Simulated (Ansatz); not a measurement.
**CHGeN (quintet): trial inputs and their diagnosis**

3 inputs are run for CHGeN (quintet) as typed; the log has to tell whether the result can be used and what must change.

Method: the settings change from run to run; program: Ansatz 0.2.0, Gaussian basis.

### Step 1. What is computed

The geometry is a PBE0/def2-TZVP stationary point (not a proven minimum) of the parent state, kept for this charge and spin. No spin-orbit coupling is included. The filled d shell of Ge counts as core when cores are frozen.

4 atoms, charge 0, spin multiplicity 5.

Atoms are counted from 1 here; the program's logs count them from 0.

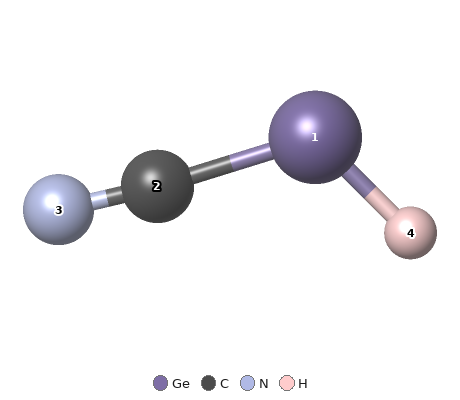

The structure; germanium purple, carbon dark grey, nitrogen light blue, hydrogen pink; atoms are numbered from 1 in the order of the file.

### Step 2. Input 1

The input, in.yaml:

```yaml
crystal:
  periodic: [false, false, false]
  atoms:
    - {symbol: Ge, position_ang: [0.000000, -0.035871, 0.645964]}
    - {symbol: C, position_ang: [0.000000, 0.061740, -1.235333]}
    - {symbol: N, position_ang: [0.000000, 0.040290, -2.393320]}
    - {symbol: H, position_ang: [0.000000, 1.289585, 1.425554]}
basis:
  gaussian: {orbitals: 6-31G}
magnetization: {spin_polarized: false, initial_magnetization: 4}
correlation: {method: sc_nevpt2, electrons: outside_noble_gas, active_space: {window: {electrons: 6, orbitals: 5}}}
scf: {lower_state_search: off}
output: {forces: true}
```

Run with:

```sh
> ansatz run in.yaml --threads 1 --pin off --events-out ev --progress --plain --max-ram 2393MiB
```

Output:

```text
Functional definition: HF
  name "HF"
  cite "Fock, Z. Phys. 61, 126 (1930) doi:10.1007/BF01340294"
  parent pbe
  exchange = exact_x
  correlation = 0
these checks for a lower state are left out or cut short: stability, starts, cluster_reference, orbital_swaps, neighbouring_geometries, increment
541 factors; integrals over basis functions are off by at most 4.3e-4 eV
mean field evaluation 1: about -58977.9531 eV, gradient 2.2e1 eV
mean field evaluation 2: about -58978.0705 eV, gradient 2.2e1 eV
mean field evaluation 4: about -58981.9754 eV, gradient 5.3e0 eV
mean field evaluation 8: about -58983.2439 eV, gradient 1.9e0 eV
mean field evaluation 16: about -58983.7008 eV, gradient 1.0e-1 eV
mean field -58983.70106374 eV, -2167.6110335039 hartree, gradient 8.7e-6 eV, S^2 6.000000; 0 other end points of the search recorded, 0 dependent functions left out
reference -58983.70106374 eV, -2167.6110335039 hartree; 25, 21 occupied and 24, 28 virtual orbitals, 541 factors
state -58983.70106374 eV, -2167.6110335039 hartree
state -58983.70106374 eV, -2167.6110335039 hartree; corrected -58988.00930709 eV, -2167.7693585270 hartree
WARN: 1 active orbitals are nearly empty or full. The corrections depend on them more than the energy does, and are more stable in an active space without them
the calculation of the forces begins
Error: an active orbital is full or empty, and SC-NEVPT2 has no forces then: leave it out of the active space
```

Run time: 4.4 s. Hardware: 1 thread of Intel Xeon at 2.50GHz, shared host.

Diagnosis: The run stopped with an error. It says: «an active orbital is full or empty, and SC-NEVPT2 has no forces then: leave it out of the active space». Cure: drop the forces, or choose an active space whose orbitals are all partly filled.

### Step 3. Input 2

The input, in.yaml:

```yaml
crystal:
  periodic: [false, false, false]
  atoms:
    - {symbol: Ge, position_ang: [0.000000, -0.035871, 0.645964]}
    - {symbol: C, position_ang: [0.000000, 0.061740, -1.235333]}
    - {symbol: N, position_ang: [0.000000, 0.040290, -2.393320]}
    - {symbol: H, position_ang: [0.000000, 1.289585, 1.425554]}
basis:
  gaussian: {orbitals: def2-SVP}
correlation: {method: fic_mrcisd_q, electrons: outside_noble_gas, active_space: {window: {electrons: 6, orbitals: 6}}}
magnetization: {spin_polarized: true, initial_magnetization: 4}
```

The command is unchanged.

Output:

```text
Error: invalid value for `correlation.active_space`: it starts from restricted Hartree–Fock orbitals; set hamiltonian.xc: hf without magnetization.spin_polarized
```

Wall time 0.03 s (1 thread of Intel Xeon at 2.50GHz, shared host).

**Diagnosis.** The run was refused. An active space is asked on unrestricted orbitals. To mend it, drop spin_polarized: true.

### Step 4. Input 3

The input, in.yaml:

```yaml
crystal:
  periodic: [false, false, false]
  atoms:
    - {symbol: Ge, position_ang: [0.000000, -0.035871, 0.645964]}
    - {symbol: C, position_ang: [0.000000, 0.061740, -1.235333]}
    - {symbol: N, position_ang: [0.000000, 0.040290, -2.393320]}
    - {symbol: H, position_ang: [0.000000, 1.289585, 1.425554]}
basis:
  gaussian: {orbitals: cc-pVDZ}
magnetization: {spin_polarized: false, initial_magnetization: 4}
correlation: {method: fic_mrcisd_q, electrons: valence, active_space: {window: {electrons: 30, orbitals: 14}}}
```

The command is unchanged.

Output:

```text
Functional definition: HF
  name "HF"
  cite "Fock, Z. Phys. 61, 126 (1930) doi:10.1007/BF01340294"
  parent pbe
  exchange = exact_x
  correlation = 0
642 factors; integrals over basis functions are off by at most 1.1e-3 eV
mean field evaluation 1: about -58987.6852 eV, gradient 2.3e1 eV
mean field evaluation 2: about -58987.6905 eV, gradient 2.3e1 eV
mean field evaluation 4: about -58991.5571 eV, gradient 5.4e0 eV
mean field evaluation 8: about -58993.1563 eV, gradient 2.1e0 eV
mean field evaluation 16: about -58993.5575 eV, gradient 1.0e-3 eV
mean field evaluation 32: about -58991.3337 eV, gradient 7.3e0 eV
mean field evaluation 64: about -58992.8782 eV, gradient 7.6e-1 eV
mean field evaluation 96: about -58992.8603 eV, gradient 5.5e-2 eV
mean field evaluation 128: about -58991.8885 eV, gradient 9.5e-1 eV
mean field -58993.55753340 eV, -2167.9732520831 hartree, gradient 3.3e-6 eV, S^2 6.000000; 14 other end points of the search recorded, 0 dependent functions left out
reference -58993.55753340 eV, -2167.9732520831 hartree; 25, 21 occupied and 35, 39 virtual orbitals, 642 factors
Error: 30 electrons in 14 orbitals form no window around the highest filled level of the reference
```

It took 23 s on 1 thread of Intel Xeon at 2.50GHz, shared host.

**Diagnosis.** The run stopped with an error. The active window can't be built from these electrons and orbitals. To mend it, choose counts that fit the spin, the electrons and the basis.

### Step 5. Summary

| input | level | ended | cause | time |
| --- | --- | --- | --- | --- |
| 1 | NEVPT2(6,5)/6-31G | stopped by an error | an active orbital is full or empty, and SC-NEVPT2 has no forces then: leave it out of the active space | 4.4 s |
| 2 | MRCISD+Q(6,6)/def2-SVP | refused | an active space is asked on unrestricted orbitals | 0.03 s |
| 3 | MRCISD+Q(30,14)/cc-pVDZ | stopped by an error | the active window can't be built from these electrons and orbitals | 23 s |

2 stopped by an error, 1 refused.
